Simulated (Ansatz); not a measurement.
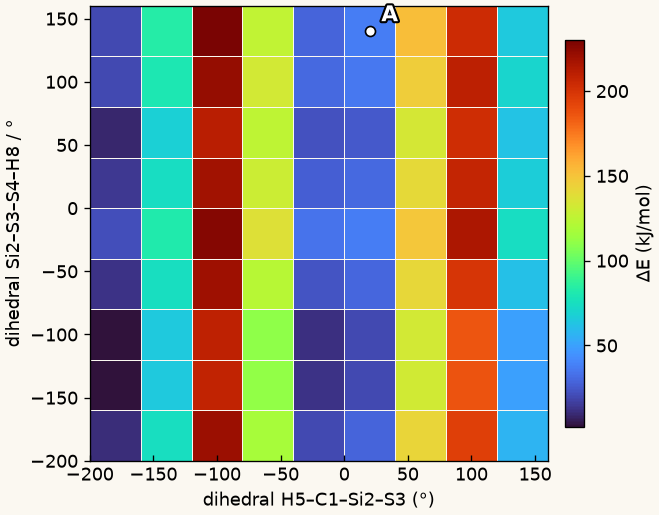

CH5S2Si, SMILES C=[SiH]S[SH2+], charge +1. First axis: dihedral H5–C1–Si2–S3. Second axis: dihedral Si2–S3–S4–H8. Nothing is relaxed (all other coordinates rigid). Grid: 9 × 9 points. Points are written as (first, second). Energies: kJ/mol, counted from the relaxed molecule at the same level. Energies and slopes of some neighbouring points disagree (a jump in structure or state, or too coarse a mesh). The dihedral twists a double bond; near 90° a spin-restricted reference is unreliable. Theory: RHF/def2-TZVP in Ansatz 0.2.0.

The picture shows one coloured cell a grid point, the point A.

### Is A at rest? If not, where is it pushed?

A, at (20°, 140°), is not a stationary point. The computed force is 1.6 kJ/mol for each degree towards smaller values of dihedral H5–C1–Si2–S3 and 0.14 kJ/mol for each degree towards larger values of dihedral Si2–S3–S4–H8.
